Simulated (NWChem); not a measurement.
# Run report: C$_{2}$H$_{6}$F$_{2}$OSi, single-point calculation (part 2 of 2)

Continued. System: C$_{2}$H$_{6}$F$_{2}$OSi, SMILES C[Si](F)(F)CO. Method: PBE/6-31G*, RKS (NWChem 7.2.2). The geometry comes from this level: PBE0-D4/def2-TZVP.

Geometry of the input (Å):
```
C  -1.5552  -0.4401  0.6482
Si 0.1514  -0.7480  0.0323
F  1.1144  -1.0179  1.2809
F  0.1823  -2.0689  -0.8595
C  0.9332  0.6646  -0.9094
O  1.1114  1.7835  -0.0425
H  -1.8840  -1.2478  1.3058
H  -2.2597  -0.3659  -0.1835
H  -1.5871  0.4977  1.2075
H  0.2766  0.9997  -1.7171
H  1.8752  0.3601  -1.3860
H  1.7186  1.5278  0.6572
```

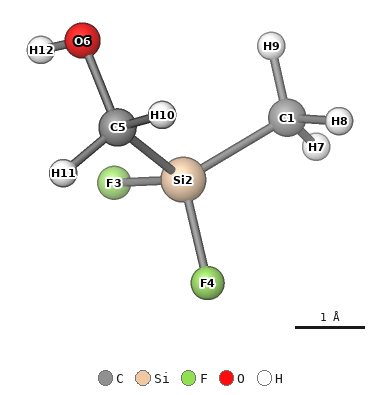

Fig. 1: The structure (ball-and-stick view, seen at a tilt; atoms are numbered from 1 in the order of the input).

What the program printed, continued
```
 ------------------------------------------------------------------------------
       Tag                 Description            Shells   Functions and Types
 ---------------- ------------------------------  ------  ---------------------
 C                           6-31G*                  6       14   3s2p1d
 Si                          6-31G*                  8       18   4s3p1d
 F                           6-31G*                  6       14   3s2p1d
 O                           6-31G*                  6       14   3s2p1d
 H                           6-31G*                  2        2   2s

  Caching 1-el integrals
  itol2e modified to match energy
  convergence criterion.
  tol_rho modified to match energy
  convergence criterion.

            General Information
            -------------------
          SCF calculation type: DFT
          Wavefunction type:  closed shell.
          No. of atoms     :    12
          No. of electrons :    58
           Alpha electrons :    29
            Beta electrons :    29
          Charge           :     0
          Spin multiplicity:     1
          Use of symmetry is: off; symmetry adaption is: off
          Maximum number of iterations: 100
          AO basis - number of functions:   100
                     number of shells:    50
          Convergence on energy requested:  1.00D-08
          Convergence on density requested:  1.00D-05
          Convergence on gradient requested:  5.00D-04

              XC Information
              --------------
          PerdewBurkeErnzerhof Exchange Functional  1.000
            Perdew 1991 LDA Correlation Functional  1.000 local
           PerdewBurkeErnz. Correlation Functional  1.000 non-local

             Grid Information
             ----------------
          Grid used for XC integration:  fine
          Radial quadrature: Mura-Knowles
          Angular quadrature: Lebedev.
          Tag              B.-S. Rad. Rad. Pts. Rad. Cut. Ang. Pts.
          ---              ---------- --------- --------- ---------
          C                   0.70       70          11.0       590
          Si                  1.10      123           9.0       770
          F                   0.50       70          11.0       590
          O                   0.60       70          11.0       590
          H                   0.35       60          12.0       590
          Grid pruning is: on
          Number of quadrature shells:   833
          Spatial weights used:  Erf1

          Convergence Information
          -----------------------
          Convergence aids based upon iterative change in
          total energy or number of iterations.
          Levelshifting, if invoked, occurs when the
          HOMO/LUMO gap drops below (HL_TOL):  1.00D-02
          DIIS, if invoked, will attempt to extrapolate
          using up to (NFOCK): 10 stored Fock matrices.

                    Damping(40%)  Levelshifting(0.5)       DIIS
                  --------------- ------------------- ---------------
          dE  on:    start            ASAP                start
          dE off:   10 iters        100 iters           100 iters

      Screening Tolerance Information
      -------------------------------
          Density screening/tol_rho:  1.00D-11
          AO Gaussian exp screening on grid/accAOfunc:  18
          CD Gaussian exp screening on grid/accCDfunc:  20
          XC Gaussian exp screening on grid/accXCfunc:  20
          Schwarz screening/accCoul:  1.00D-09

      Superposition of Atomic Density Guess
      -------------------------------------

 Sum of atomic energies:        -640.62622733

      Non-variational initial energy
      ------------------------------

 Total energy =    -642.927094
 1-e energy   =   -1552.204552
 2-e energy   =     574.505161
 HOMO         =      -0.308447
 LUMO         =       0.071698

  WARNING: movecs_in_org=atomic not equal to movecs_in=./mol.movecs
   Time after variat. SCF:      0.8

     ---------------------------------------------
      Total Density - Mulliken Population Analysis
     ---------------------------------------------

    Atom       Charge   Shell Charges
 -----------   ------   -------------------------------------------------------
    1 C    6     7.01   2.00  0.72  2.13  0.70  1.44  0.02
    2 Si  14    12.40   2.00  2.00  5.97  0.80  1.09  0.12  0.19  0.24
    3 F    9     9.61   2.00  0.95  3.48  1.00  2.18  0.01
    4 F    9     9.60   2.00  0.95  3.47  1.00  2.17  0.01
    5 C    6     6.29   2.00  0.70  1.85  0.62  1.07  0.05
    6 O    8     8.87   2.00  0.93  3.05  0.92  1.95  0.02
    7 H    1     0.73   0.45  0.28
    8 H    1     0.73   0.45  0.28
    9 H    1     0.73   0.45  0.28
   10 H    1     0.78   0.47  0.31
   11 H    1     0.79   0.47  0.31
   12 H    1     0.47   0.37  0.10
   Time prior to 1st pass:      0.8

 Integral file          = ./mol.aoints.0
 Record size in doubles =  65536        No. of integs per rec  =  43688
 Max. records in memory =    399        Max. records in file   = 763172
 No. of bits per label  =      8        No. of bits per value  =     64

 #quartets = 6.875D+05 #integrals = 1.106D+07 #direct =  0.0% #cached =100.0%

 Grid_pts file          = ./mol.gridpts.0
 Record size in doubles =  12289        No. of grid_pts per rec  =   3070
 Max. records in memory =    231        Max. recs in file   =   4069925

 Grid integrated density:      58.000007463844
 Requested integration accuracy:   0.10E-06

           Memory utilization after 1st SCF pass:
           Heap Space remaining (MW):      233.15           233151326
          Stack Space remaining (MW):      262.14           262143164

   convergence    iter        energy       DeltaE   RMS-Dens  Diis-err    time
 ---------------- ----- ----------------- --------- --------- ---------  ------
 d=40,ls=0.0,diis     1   -643.6643721894 -9.78D+02  1.89D-02  1.20D+00     5.7
 Grid integrated density:      58.000008801054
 Requested integration accuracy:   0.10E-06
 d=40,ls=0.0,diis     2   -643.6625216118  1.85D-03  4.69D-03  6.60D-01     7.8
 Grid integrated density:      58.000009834557
 Requested integration accuracy:   0.10E-06
 d=40,ls=0.0,diis     3   -643.7487010881 -8.62D-02  1.39D-03  4.15D-02    10.3
 Grid integrated density:      58.000009620018
 Requested integration accuracy:   0.10E-06
 d=40,ls=0.0,diis     4   -643.7727066421 -2.40D-02  5.63D-04  6.21D-03    12.8
 Grid integrated density:      58.000009598930
 Requested integration accuracy:   0.10E-06
 d=40,ls=0.0,diis     5   -643.7820401265 -9.33D-03  1.78D-04  7.18D-04    15.3
 Grid integrated density:      58.000009582097
 Requested integration accuracy:   0.10E-06
  Resetting Diis
 d=40,ls=0.0,diis     6   -643.7857096506 -3.67D-03  6.59D-05  8.70D-05    17.8
 Grid integrated density:      58.000009572571
 Requested integration accuracy:   0.10E-06
 d=40,ls=0.0,diis     7   -643.7871699827 -1.46D-03  3.53D-05  1.12D-05    20.3
 Grid integrated density:      58.000009568256
 Requested integration accuracy:   0.10E-06
 d=40,ls=0.0,diis     8   -643.7877529840 -5.83D-04  2.11D-05  3.84D-06    22.8
 Grid integrated density:      58.000009568074
 Requested integration accuracy:   0.10E-06
 d=40,ls=0.0,diis     9   -643.7879865966 -2.34D-04  5.18D-06  1.50D-07    25.3
 Grid integrated density:      58.000009567996
 Requested integration accuracy:   0.10E-06
 d=40,ls=0.0,diis    10   -643.7880799991 -9.34D-05  1.96D-06  3.09D-08    27.7
 Grid integrated density:      58.000009567819
 Requested integration accuracy:   0.10E-06
 d= 0,ls=0.0,diis    11   -643.7881173621 -3.74D-05  8.51D-07  4.48D-09    30.2
 Grid integrated density:      58.000009567686
 Requested integration accuracy:   0.10E-06
 d= 0,ls=0.0,diis    12   -643.7881422705 -2.49D-05  1.35D-07  3.65D-10    32.7
 Grid integrated density:      58.000009567709
 Requested integration accuracy:   0.10E-06
 d= 0,ls=0.0,diis    13   -643.7881422705 -3.41D-11  3.14D-08  1.30D-11    35.2

         Total DFT energy =     -643.788142270521
      One electron energy =    -1556.874685736304
           Coulomb energy =      641.490075135064
    Exchange-Corr. energy =      -63.175827623408
 Nuclear repulsion energy =      334.772295954127

 Numeric. integr. density =       58.000009567709

     Total iterative time =     34.4s

     ---------------------------------------------
      Total Density - Mulliken Population Analysis
     ---------------------------------------------

    Atom       Charge   Shell Charges
 -----------   ------   -------------------------------------------------------
    1 C    6     6.74   2.00  0.66  2.15  0.69  1.22  0.02
    2 Si  14    13.05   2.00  1.99  5.96  0.89  1.51  0.04  0.29  0.36
    3 F    9     9.35   2.00  0.93  3.31  1.02  2.08  0.01
    4 F    9     9.33   2.00  0.93  3.31  1.02  2.07  0.01
    5 C    6     6.29   2.00  0.67  2.07  0.59  0.92  0.05
    6 O    8     8.60   2.00  0.91  2.90  0.98  1.79  0.03
    7 H    1     0.80   0.51  0.28
    8 H    1     0.80   0.51  0.29
    9 H    1     0.79   0.51  0.28
   10 H    1     0.82   0.52  0.29
   11 H    1     0.83   0.52  0.31
   12 H    1     0.59   0.48  0.11

     -------------------------------------------
      Total Density - Lowdin Population Analysis
     -------------------------------------------

    Atom       Charge   Shell Charges
 -----------   ------   -------------------------------------------------------
    1 C    6     6.62   1.99  0.57  1.96  0.47  1.59  0.04
    2 Si  14    13.33   2.00  1.97  5.87  0.59  1.41  0.28  0.63  0.57
    3 F    9     9.23   1.99  0.93  3.18  0.85  2.27  0.02
    4 F    9     9.22   1.99  0.93  3.18  0.84  2.26  0.02
    5 C    6     6.32   1.99  0.55  1.88  0.45  1.35  0.11
    6 O    8     8.39   1.99  0.87  2.77  0.71  2.01  0.05
    7 H    1     0.83   0.48  0.35
    8 H    1     0.83   0.48  0.35
    9 H    1     0.83   0.48  0.35
   10 H    1     0.85   0.50  0.35
   11 H    1     0.86   0.50  0.36
   12 H    1     0.68   0.45  0.23

 center of mass
 --------------
 x =   0.62940573 y =  -0.78555469 z =   0.08398643

 moments of inertia (a.u.)
 ------------------
         820.703553202509        -132.119064563478          22.740802220418
        -132.119064563478         564.600780148037          13.112747467424
          22.740802220418          13.112747467424         895.545649535229

     Multipole analysis of the density
     ---------------------------------

     L   x y z        total         alpha         beta         nuclear
     -   - - -        -----         -----         ----         -------
     0   0 0 0     -0.000000    -29.000000    -29.000000     58.000000

     1   1 0 0     -0.212765    -16.252863    -16.252863     32.292961
     1   0 1 0      0.148077     19.790117     19.790117    -39.432156
     1   0 0 1      0.005244     -2.096391     -2.096391      4.198026

     2   2 0 0    -27.944924   -119.563091   -119.563091    211.181258
     2   1 1 0      1.092033    -25.275534    -25.275534     51.643101
     2   1 0 1     -0.129677     10.504592     10.504592    -21.138861
     2   0 2 0    -35.637684   -179.128044   -179.128044    322.618404
     2   0 1 1      0.138322      7.543306      7.543306    -14.948290
     2   0 0 2    -29.831754    -81.739907    -81.739907    133.648059

 Parallel integral file used     254 records with       0 large values

 Task  times  cpu:       35.1s     wall:       35.2s
 Total times  cpu:       35.1s     wall:       35.2s
```

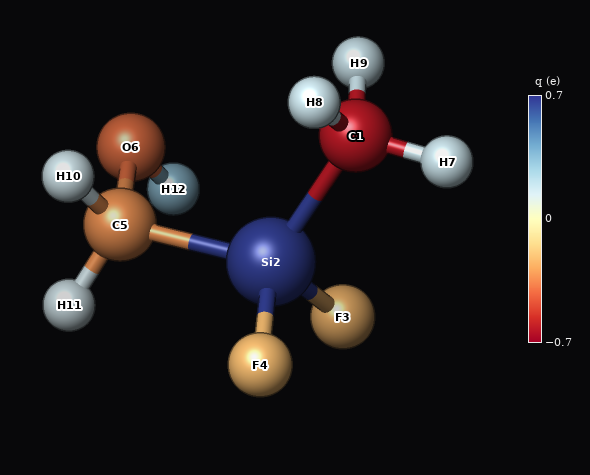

Fig. 2: Löwdin charges, as the colour of each atom (ball-and-stick view, seen at a tilt; atoms are numbered from 1 in the order of the input). By element: C −0.62 to −0.32, Si +0.67, F −0.23 to −0.22, O −0.39 and H +0.14 to +0.32 e.

Key numbers

```csv
quantity,value
outcome,converged
total energy,−643.788142 hartree
basis functions,100
dipole moment,0.66 D
wall time,35 s (CPU time 35 s)
peak memory,0.22 GiB
```

Further notes kept with the run: grid integrates the density poorly.
